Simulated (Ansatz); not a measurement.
# MgCdAg2F6: complex band structure, part 2 of 2

Wanted: the relaxed cell of MgCdAg2F6, its band edges and its decay constants. It is built by putting Cd for part of the Mg in the MgAgF3 structure of space group R-3c, with the volume rescaled by atomic radii. The parent structure comes from the Materials Project.

Ansatz 0.2.0; PBEsol DFT, plane waves, PAW files (the session's first sound run).

So far. Step 2 (Cell and atoms at rest): The largest force component on a free atom ends at 0.0017 eV/Å.

The structure was built from a prototype and need not be the compound's stable phase.

## Step 3: Band edges

The energy window and the wavevectors of the next steps follow from the band edges, so these are searched first, off the mesh as well.

Input file input.yaml:

```yaml
crystal:
  lattice:
    - [2.8924672825, 1.6699667642, 4.6002842975]
    - [-2.8924672825, 1.6699667642, 4.6002842975]
    - [0.0, -3.3399335283, 4.6002842975]
  atoms:
    - { symbol: Mg, position: [0.0, 0.0, 0.0] }
    - { symbol: Cd, position: [0.5, 0.5, 0.5] }
    - { symbol: Ag, position: [0.2470689653, 0.2470689653, 0.2470689653] }
    - { symbol: Ag, position: [0.7529310347, 0.7529310347, 0.7529310347] }
    - { symbol: F, position: [0.8628603529, 0.226862755, 0.6664847815] }
    - { symbol: F, position: [0.6664847815, 0.8628603529, 0.226862755] }
    - { symbol: F, position: [0.226862755, 0.6664847815, 0.8628603529] }
    - { symbol: F, position: [0.3335152185, 0.1371396471, 0.773137245] }
    - { symbol: F, position: [0.1371396471, 0.773137245, 0.3335152185] }
    - { symbol: F, position: [0.773137245, 0.3335152185, 0.1371396471] }
kpoints:
  mp_grid: { grid: [6, 6, 6] }
  band_path: { path: [VBM, CBM], npoints: 30 }
scf:
  occupations: { method: fixed }
hamiltonian:
  xc: pbesol
output:
  eigenvalues: true
  write_potential: true
  write_density: true
  volumetric_format: npy
```

Started as:

```
ansatz run input.yaml --threads 2 --pin off --max-ram 4096MiB --backend cpu --events-out ev --progress --plain --runs-dir out
```

Numbers of over 12 decimals in the logs are rounded to 6 here.

The log of the run:

```text
[...]
Crystal: 10 atoms, lattice volume = 133.325 Å³
Basis set: ecut = 420 eV, 2631 PW (Γ)
Bands: 66, of which v1, the nominal top of the filled ones, is band 55 counted from 1 (54 counted from 0)
Symmetry: 6 space group operations
[...]
k-points: 40 of 216
[...]
SCF iter   1: F=—  HF=-29946.794861 eV  |F-HF|=—  |Δ(HF+E_count)|=         —  Δρ=1.72e-2  dr2=2.65e-1  ethr=1.77e-3  ⟨swp⟩=4.2  Hψ=8058  notcnv=0  defer=351
[...]
SCF iter   8: F=-29946.719037 eV  HF=-29946.719037 eV  |F-HF|=4.95e-9  |Δ(HF+E_count)|=   4.27e-8  Δρ=3.41e-6  dr2=1.36e-8  ethr=9.09e-11  ⟨swp⟩=9.4  Hψ=8629  notcnv=0
SCF 1 converged in 8 iterations: F = -29946.719037 eV  dr2 = 1.36e-8
[...]
NSCF: frozen V_eff on 40 k-points
[...]
SCF converged after 8 iterations
Free energy (F): -29946.719037 eV
[...]
Internal energy: -29946.719037 eV  (E = F + TS)
E sigma→0 (E₀):  -29946.719037 eV
Fermi energy:    6.892949 eV
[...]
--- Band table (eV; the first three rows and the last of 40) ---
  k-point 0: bands = [... 51 lower, 6.6208, 6.6208, 6.7988, 6.7988, 8.4445, 12.5421, 14.0957, 15.7060, ... 7 higher]
  k-point 1: bands = [... 51 lower, 6.6346, 6.6856, 6.7927, 6.8239, 8.8471, 12.5292, 13.8298, 15.4604, ... 7 higher]
  k-point 2: bands = [... 51 lower, 6.6733, 6.7596, 6.8051, 6.8685, 9.8086, 12.1057, 13.4304, 15.1136, ... 7 higher]
  k-point 39: bands = [... 51 lower, 6.6537, 6.6537, 6.7856, 6.7856, 10.8615, 10.9771, 13.3599, 15.3284, ... 7 higher]
```

The job ended after 18 s (2 threads of Intel Xeon 6975P-C (Granite Rapids), shared host; peak memory 0.62 GiB; 35 s of CPU time).

Reading the cycles: dr2 is the Hartree energy of the density residual (eV), the measure of convergence; HF is the Harris–Foulkes estimate of the energy, which meets the free energy F at convergence.

Numbers from this step:

```yaml
free_energy: -29946.7190 eV
fermi_energy: 6.893 eV
gap_on_the_k_mesh: 1.552 eV
gap_on_path: 1.548 eV, by band count; negative where bands overlap
direct_gap_on_path: 1.646 eV
edge_places_on_path: 0, 0.5623 1/A along the path
```

The electronic bands at the labelled points (eV, zero at the Fermi level (highest filled level under fixed occupations); v1 is the highest filled band, c1 the lowest empty one):

```csv
point,v4,v3,v2,v1,c1,c2,c3,c4
VBM,-0.18,-0.16,-0.04,0.00,3.55,4.96,6.22,7.93
CBM,-0.27,-0.27,-0.09,-0.09,1.55,5.65,7.20,8.81
```

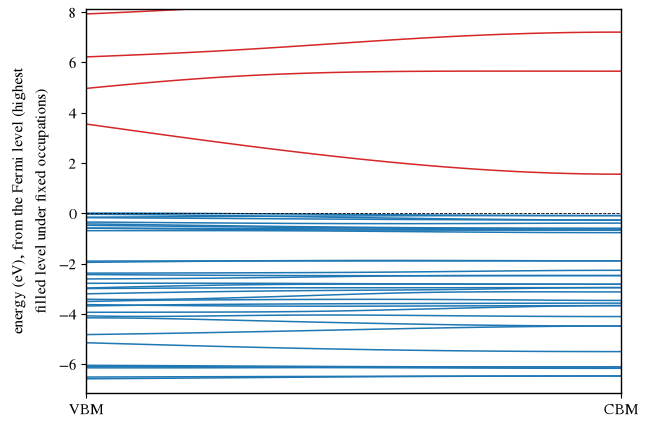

Electronic bands along the path; lines of filled and empty bands in two colours.

The searched edges give 1.55 eV, against 1.55 eV on the mesh.

## Step 4: Decaying states in the gap

This step: PBEsol DFT, plane waves, PAW files; complex bands by layer matching along the plane's normal (Ansatz 0.2.0).

The same crystal is laid in a cell whose first two vectors span the (101) plane (indices of the standard conventional cell, whose axes can be ordered otherwise than in the bulk input). At fixed energy and wavevector in the plane the solver finds all kz, real and complex. A few wavevectors are listed, (0, 0), (0.1458, -0.0208) and (-0.2917, -0.4375) in units of the plane's reciprocal vectors; the slowest state needn't be among them.

Input file input.yaml:

```yaml
crystal:
  lattice:
    - [5.68487217, 0.0, 0.0]
    - [2.943379105, 4.980159371, 0.0]
    - [2.943379105, 1.620280156, 4.709212204]
  atoms:
    - { symbol: Mg, position: [0.0, 0.0, 0.0] }
    - { symbol: Cd, position: [0.5, 0.5, 0.5] }
    - { symbol: Ag, position: [0.7412068959, 0.7529310347, 0.7529310347] }
    - { symbol: Ag, position: [0.2587931041, 0.2470689653, 0.2470689653] }
    - { symbol: F, position: [0.7562078894, 0.773137245, 0.3335152185] }
    - { symbol: F, position: [0.7562078894, 0.1371396471, 0.773137245] }
    - { symbol: F, position: [0.7562078894, 0.3335152185, 0.1371396471] }
    - { symbol: F, position: [0.2437921106, 0.8628603529, 0.226862755] }
    - { symbol: F, position: [0.2437921106, 0.226862755, 0.6664847815] }
    - { symbol: F, position: [0.2437921106, 0.6664847815, 0.8628603529] }
kpoints:
  mp_grid: { grid: [6, 6, 6] }
scf:
  occupations: { method: fixed }
hamiltonian:
  xc: pbesol
output:
  eigenvalues: true
  transmission:
    leads: [[0, 0]]
    kpoints: [[0.0, 0.0], [0.1458, -0.0208], [-0.2917, -0.4375]]
    e_range: [-1.0, 2.55]
    de: 0.07
```

The log of the run:

```text
[...]
Crystal: 10 atoms, lattice volume = 133.325 Å³
Basis set: ecut = 420 eV, 2631 PW (Γ)
Bands: 66, of which v1, the nominal top of the filled ones, is band 55 counted from 1 (54 counted from 0)
Symmetry: 6 space group operations
[...]
k-points: 40 of 216
[...]
SCF iter   1: F=—  HF=-29946.794821 eV  |F-HF|=—  |Δ(HF+E_count)|=         —  Δρ=1.72e-2  dr2=2.65e-1  ethr=1.77e-3  ⟨swp⟩=4.2  Hψ=8063  notcnv=0  defer=351
[...]
SCF iter   8: F=-29946.718997 eV  HF=-29946.718997 eV  |F-HF|=4.86e-9  |Δ(HF+E_count)|=   4.26e-8  Δρ=3.40e-6  dr2=1.36e-8  ethr=9.09e-11  ⟨swp⟩=9.4  Hψ=8635  notcnv=0
SCF 1 converged in 8 iterations: F = -29946.718997 eV  dr2 = 1.36e-8
[...]
transmission: 7 of 21 steps passed
transmission: 14 of 21 steps passed
transmission: 21 of 21 steps passed
SCF converged after 8 iterations
Free energy (F): -29946.718997 eV
[...]
Internal energy: -29946.718997 eV  (E = F + TS)
E sigma→0 (E₀):  -29946.718997 eV
Fermi energy:    6.892956 eV
[...]
--- Band table (eV; the first three rows and the last of 40) ---
  k-point 0: bands = [... 51 lower, 6.6208, 6.6208, 6.7988, 6.7988, 8.4445, 12.5421, 14.0957, 15.7060, ... 7 higher]
  k-point 1: bands = [... 51 lower, 6.6346, 6.6856, 6.7927, 6.8240, 8.8471, 12.5292, 13.8298, 15.4604, ... 7 higher]
  k-point 2: bands = [... 51 lower, 6.6733, 6.7596, 6.8051, 6.8685, 9.8086, 12.1058, 13.4304, 15.1136, ... 7 higher]
  k-point 39: bands = [... 51 lower, 6.6537, 6.6537, 6.7856, 6.7856, 10.8615, 10.9772, 13.3599, 15.3283, ... 7 higher]
--- Transmission ---
  basis      : 253 plane waves across, 7 finite elements along
  points     : 3, as listed
  energies   : 51 from -1.000000 to 2.500000 eV about the Fermi level, 0.070000 eV apart; the leads are filled to 0.775751 eV, and channels, transmission and decay are at 0.750000 eV
  crystal 0  : F6Ag2Mg1Cd1, at the sites [0, 0], period 4.7092 Å: whole cells are its period
    offset         : up to 0.0000 Å between an atom of the period and one for which it stands
    channels       : 0.000000e0 a spin
    conductance    : none, the energies end too early or step too widely for 300 K: set another output.transmission.e_range or a lower de, or, where they end at an eighth of basis.ecutwfc, a higher one
    slowest decay  : 0.2761 /Å at (0.0000, 0.0000)
```

Wall time 49 s (2 threads); peak memory 0.87 GiB; 74 s of CPU time.

Numbers from this step:

```yaml
level_to_which_the_leads_are_filled: 0.7758 eV from the Fermi level
decay_constant_at_the_filling_level_zone_centre: 0.2761 Å⁻¹
decay_constant_at_the_filling_level_slowest_listed_point: 0.2761 Å⁻¹
```

K parallel (0, 0); values up to 1.5 1/Å, a degenerate pair printed once or twice; energies at which all values exceed this have no row. The Im kz of the slowest decaying states by energy, zero at the highest filled level on the SCF mesh:

```csv
energy (eV),decay 1 (Å⁻¹),decay 2 (Å⁻¹),decay 3 (Å⁻¹),decay 4 (Å⁻¹)
-1.000,0.349,0.501,0.506,0.545
-0.510,0.235,0.364,0.459,0.483
-0.020,0.101,0.386,0.403,0.426
0.470,0.310,0.475,0.683,0.700
1.030,0.230,0.576,0.821,0.841
1.520,0.0592,0.628,0.828,0.895
2.010,0.664,0.827,0.921,0.928
2.500,0.688,0.817,0.931,0.954
```

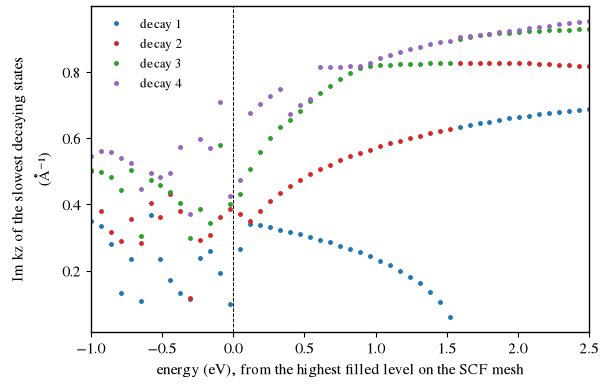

Im kz of the slowest decaying states, plotted against energy.

K parallel (0, 0). The Re kz of states that move upwards by energy, zero at the highest filled level on the SCF mesh:

```csv
energy (eV),channel 1 (Å⁻¹),channel 2 (Å⁻¹)
-1.00,-,-
-0.79,-,-
-0.58,0.163,0.205
-0.37,0.360,0.574
-0.16,-0.600,0.318
-0.02,0.474,-
0.05,-,-
0.26,-,-
0.47,-,-
0.68,-,-
0.82,-,-
1.03,-,-
1.24,-,-
1.45,-,-
1.66,0.113,-
1.87,0.196,-
2.08,0.258,-
2.29,0.310,-
2.50,0.358,-
```

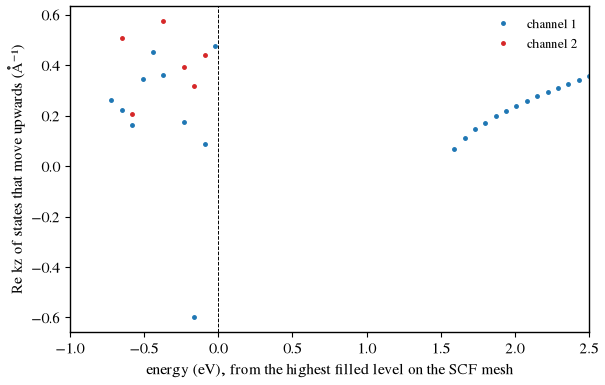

Re kz of states that move upwards, plotted against energy.

K parallel (0.1458, -0.0208); values up to 1.5 1/Å, a degenerate pair printed once or twice; energies at which all values exceed this have no row. The Im kz of the slowest decaying states by energy, zero at the highest filled level on the SCF mesh:

```csv
energy (eV),decay 1 (Å⁻¹),decay 2 (Å⁻¹),decay 3 (Å⁻¹),decay 4 (Å⁻¹)
-1.000,0.369,0.378,0.461,0.468
-0.510,0.159,0.299,0.303,0.350
-0.020,0.110,0.394,0.410,0.437
0.470,0.355,0.433,0.532,0.668
1.030,0.295,0.537,0.657,0.785
1.520,0.198,0.589,0.715,0.831
2.010,0.624,0.749,0.863,0.868
2.500,0.646,0.768,0.857,0.896
```

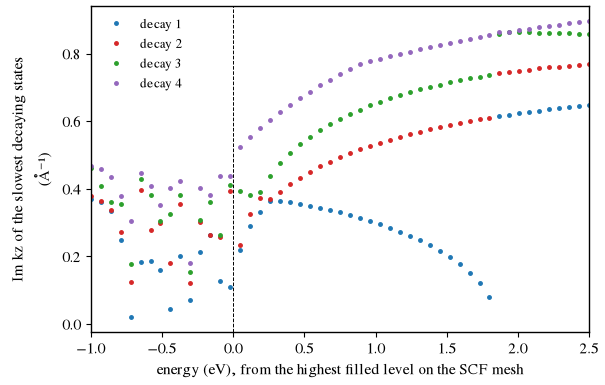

Im kz of the slowest decaying states, plotted against energy.

K parallel (-0.2917, -0.4375); values up to 1.5 1/Å, a degenerate pair printed once or twice; energies at which all values exceed this have no row. The Im kz of the slowest decaying states by energy, zero at the highest filled level on the SCF mesh:

```csv
energy (eV),decay 1 (Å⁻¹),decay 2 (Å⁻¹),decay 3 (Å⁻¹),decay 4 (Å⁻¹)
-1.0000,0.362,0.404,0.440,0.447
-0.7200,0.125,0.180,0.187,0.428
-0.5100,0.195,0.278,0.337,0.379
-0.2300,0.125,0.213,0.240,0.248
-0.0200,0.131,0.184,0.273,0.385
0.2600,0.435,0.440,0.467,0.503
0.4700,0.501,0.535,0.557,0.562
0.7500,0.520,0.558,0.613,0.642
1.0300,0.506,0.598,0.647,0.699
1.2400,0.492,0.620,0.664,0.728
1.5200,0.468,0.643,0.678,0.757
1.7300,0.446,0.655,0.682,0.781
2.0100,0.41,0.667,0.676,0.815
2.2200,0.377,0.665,0.672,0.840
2.5000,0.321,0.646,0.675,0.863
```

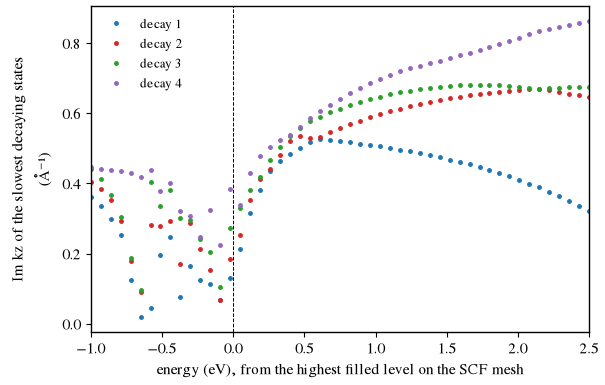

Im kz of the slowest decaying states, plotted against energy.

At the listed wavevectors the last open channel is at -0.02 eV and the next at +1.59 eV on the grid. At +0.75 eV, the grid energy nearest the filling level (the middle of the gap on the SCF mesh), the slowest state at the listed wavevectors decays with κ = 0.276 Å⁻¹, its amplitude falling by e over 3.6 Å. Through 1 nm of this crystal that state's transmission falls by exp(−2 × 0.276 Å⁻¹ × 10 Å) = 0.0040.

## Step 5: Band edges at another level, cutoff 1387.78 eV

This step: PBEsol DFT, plane waves, norm-conserving files (Ansatz 0.2.0).

The edges again with norm-conserving files, at the same atoms. Against that run the cutoff is 1388 eV against 420.

Input file input.yaml:

```yaml
crystal:
  lattice:
    - [2.8924672825, 1.6699667642, 4.6002842975]
    - [-2.8924672825, 1.6699667642, 4.6002842975]
    - [0.0, -3.3399335283, 4.6002842975]
  atoms:
    - { symbol: Mg, position: [0.0, 0.0, 0.0] }
    - { symbol: Cd, position: [0.5, 0.5, 0.5] }
    - { symbol: Ag, position: [0.2470689653, 0.2470689653, 0.2470689653] }
    - { symbol: Ag, position: [0.7529310347, 0.7529310347, 0.7529310347] }
    - { symbol: F, position: [0.8628603529, 0.226862755, 0.6664847815] }
    - { symbol: F, position: [0.6664847815, 0.8628603529, 0.226862755] }
    - { symbol: F, position: [0.226862755, 0.6664847815, 0.8628603529] }
    - { symbol: F, position: [0.3335152185, 0.1371396471, 0.773137245] }
    - { symbol: F, position: [0.1371396471, 0.773137245, 0.3335152185] }
    - { symbol: F, position: [0.773137245, 0.3335152185, 0.1371396471] }
kpoints:
  mp_grid: { grid: [6, 6, 6] }
  band_path: { path: [VBM, CBM], npoints: 30 }
scf:
  occupations: { method: fixed }
hamiltonian:
  xc: pbesol
  pseudopotentials: { kind: nc }
output:
  eigenvalues: true
```

The log of the run:

```text
[...]
Crystal: 10 atoms, lattice volume = 133.325 Å³
Basis set: ecut = 1387.780699 eV, 15687 PW (Γ)
Bands: 66, of which v1, the nominal top of the filled ones, is band 55 counted from 1 (54 counted from 0)
Symmetry: 6 space group operations
[...]
k-points: 40 of 216
[...]
SCF iter   1: F=—  HF=-18846.529840 eV  |F-HF|=—  |Δ(HF+E_count)|=         —  Δρ=2.30e-1  dr2=6.14e1  ethr=3.10e-3  ⟨swp⟩=5.3  Hψ=9656  notcnv=0  defer=356
[...]
SCF iter   9: F=-18827.420896 eV  HF=-18827.420895 eV  |F-HF|=6.82e-8  |Δ(HF+E_count)|=   1.53e-6  Δρ=8.62e-6  dr2=7.59e-8  ethr=9.09e-11  ⟨swp⟩=11.6  Hψ=14583  notcnv=0
SCF 1 converged in 9 iterations: F = -18827.420896 eV  dr2 = 7.59e-8
[...]
SCF converged after 9 iterations
Free energy (F): -18827.420896 eV
[...]
Internal energy: -18827.420896 eV  (E = F + TS)
E sigma→0 (E₀):  -18827.420896 eV
Fermi energy:    6.943511 eV
[...]
--- Band table (eV; the first three rows and the last of 40) ---
  k-point 0: bands = [... 51 lower, 6.6725, 6.6725, 6.8496, 6.8496, 8.5009, 12.5996, 14.1427, 15.7634, ... 7 higher]
  k-point 1: bands = [... 51 lower, 6.6864, 6.7370, 6.8437, 6.8747, 8.9017, 12.5852, 13.8769, 15.5170, ... 7 higher]
  k-point 2: bands = [... 51 lower, 6.7250, 6.8110, 6.8561, 6.9192, 9.8602, 12.1577, 13.4793, 15.1707, ... 7 higher]
  k-point 39: bands = [... 51 lower, 6.7054, 6.7054, 6.8357, 6.8357, 10.9114, 11.0319, 13.4058, 15.3864, ... 7 higher]
```

Elapsed: 99 s, on 2 threads; peak memory 1.6 GiB; 3.3 min of CPU time.

Numbers from this step:

* free energy: -18827.4209 eV
* Fermi energy: 6.944 eV
* gap on the k-mesh: 1.557 eV
* gap on path: 1.554 eV, by band count; negative where bands overlap
* direct gap on path: 1.651 eV

Electronic bands along the path, in eV, zero at the Fermi level (highest filled level under fixed occupations); v1 is the highest filled band, c1 the lowest empty one:

```csv
point,v4,v3,v2,v1,c1,c2,c3,c4
VBM,-0.18,-0.16,-0.04,0.00,3.54,4.97,6.22,7.93
CBM,-0.27,-0.27,-0.09,-0.09,1.56,5.66,7.20,8.82
```

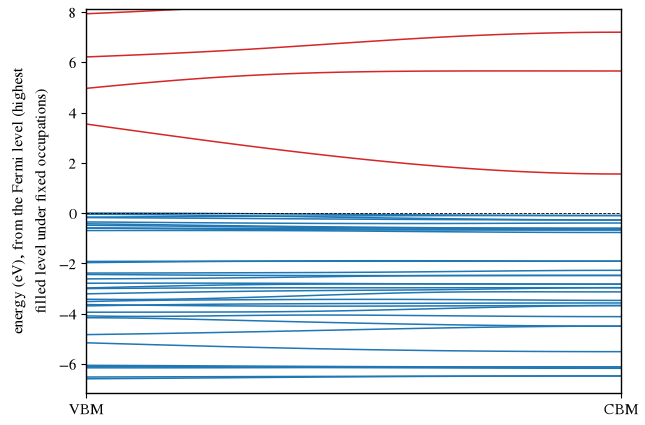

Electronic bands along the path; lines of filled and empty bands in two colours.

The searched edges give 1.55 eV, against 1.56 eV on the mesh.

## Step 6: Complex bands at another level

This step: PBEsol DFT, plane waves, norm-conserving files; complex bands by layer matching along the plane's normal (Ansatz 0.2.0).

The complex bands at that level, over its own gap, at (0, 0) and (0.1458, -0.0208).

Input file input.yaml:

```yaml
crystal:
  lattice:
    - [5.68487217, 0.0, 0.0]
    - [2.943379105, 4.980159371, 0.0]
    - [2.943379105, 1.620280156, 4.709212204]
  atoms:
    - { symbol: Mg, position: [0.0, 0.0, 0.0] }
    - { symbol: Cd, position: [0.5, 0.5, 0.5] }
    - { symbol: Ag, position: [0.7412068959, 0.7529310347, 0.7529310347] }
    - { symbol: Ag, position: [0.2587931041, 0.2470689653, 0.2470689653] }
    - { symbol: F, position: [0.7562078894, 0.773137245, 0.3335152185] }
    - { symbol: F, position: [0.7562078894, 0.1371396471, 0.773137245] }
    - { symbol: F, position: [0.7562078894, 0.3335152185, 0.1371396471] }
    - { symbol: F, position: [0.2437921106, 0.8628603529, 0.226862755] }
    - { symbol: F, position: [0.2437921106, 0.226862755, 0.6664847815] }
    - { symbol: F, position: [0.2437921106, 0.6664847815, 0.8628603529] }
kpoints:
  mp_grid: { grid: [6, 6, 6] }
scf:
  occupations: { method: fixed }
hamiltonian:
  xc: pbesol
  pseudopotentials: { kind: nc }
output:
  eigenvalues: true
  transmission:
    leads: [[0, 0]]
    kpoints: [[0.0, 0.0], [0.1458, -0.0208]]
    e_range: [-1.0, 2.55]
    de: 0.07
```

The log of the run:

```text
Engine: ansatz 0.2.0, x86_64-unknown-linux-gnu
Pseudopotentials: kind: nc
Pseudopotential: Mg, nc, valence charge 10, recommended cutoff 1142.878222 eV (normal), Mg.nc.azcp (PseudoDojo's, or run here from an input of PseudoDojo's: the run reads no file of this project's for it)
Pseudopotential: Cd, nc, valence charge 20, recommended cutoff 1387.780699 eV (normal), Cd.nc.azcp (PseudoDojo's, or run here from an input of PseudoDojo's: the run reads no file of this project's for it)
Pseudopotential: Ag, nc, valence charge 19, recommended cutoff 1115.666836 eV (normal), Ag.nc.azcp (PseudoDojo's, or run here from an input of PseudoDojo's: the run reads no file of this project's for it)
Pseudopotential: F, nc, valence charge 7, recommended cutoff 1142.878222 eV (normal), F.nc.azcp (PseudoDojo's, or run here from an input of PseudoDojo's: the run reads no file of this project's for it)
Functional definition: PBEsol
  exchange = pbesol_x
  correlation = pbesol_c
Error: memory limit exceeded: the `transmission` phase of `transmission` needs 5.29 GiB against the run's memory maximum of 4.00 GiB; largest carriers: transmission 4.91 GiB, unmodelled-tail allowance 0.30 GiB, source scf tables 0.07 GiB, source scf state 0.00 GiB; the layers of output.transmission grow with the square of the cell's cross-section: a lower cutoff or a narrower output.transmission.e_range takes less, and so, most of all in a narrow cell, does a wider de; where no e_range is typed, a fill by count is planned with a gap of 40 thermal energies
with nothing else changed it takes a maximum of at least 5.30 GiB, with nothing to spare, and 5.83 GiB leaves up to a tenth: --max-ram 5.83GiB where that set the maximum, else more of the term that did, and with no share typed, where 5.83 GiB is over 0.88 of the host's memory or its container's limit, a share of 0.88 or more that holds the maximum too (--max-ram-frac F), where one does; The budget is ten elevenths of [...]
`transmission` follows the SCF: where the deck gives it k-points, a mesh or a band count of its own, those are what to reduce (not on a resume, whose deck is fixed)
```

It took 0.24 s on 2 threads; peak memory 0.26 GiB.

The input was rejected at the start.

The program's message: “Error: memory limit exceeded: the `transmission` phase of `transmission` needs 5.29 GiB against the run's memory maximum of 4.00 GiB; largest carriers: transmission 4.91 GiB, unmodelled-tail allowance …”

## Step 7: Summary of results

```
band gap                                         : 1.55 eV
least decay constant at mid-gap, normal to (101) : 0.276 Å⁻¹
```

**Reading.** With PBEsol, the slowest decay at the wavevectors tried is κ = 0.276 Å⁻¹, normal to (101). Through such a film the transmission near mid-gap falls as exp(−2κd), a factor of ten every 4.2 Å. A free electron under a barrier of half the gap would need a mass of 0.38 mₑ to decay at this rate. The compound is made up by substitution; its stability against other phases and against distortions of the cell's symmetry was not tested. A semilocal functional narrows gaps, so real decay constants are likely larger.

[Logs are printed without paths, hosts, clocks, repeated set-up lines and the standing remarks that a program may print on its own settings, such as how far it seeks lower states.]

[Hosts, paths, dates, database ids (printed as entryN), source tags and the programs' standing remarks are cut or masked in the printed files.]

[New means built here by substitution; the compound itself may be known and measured.]
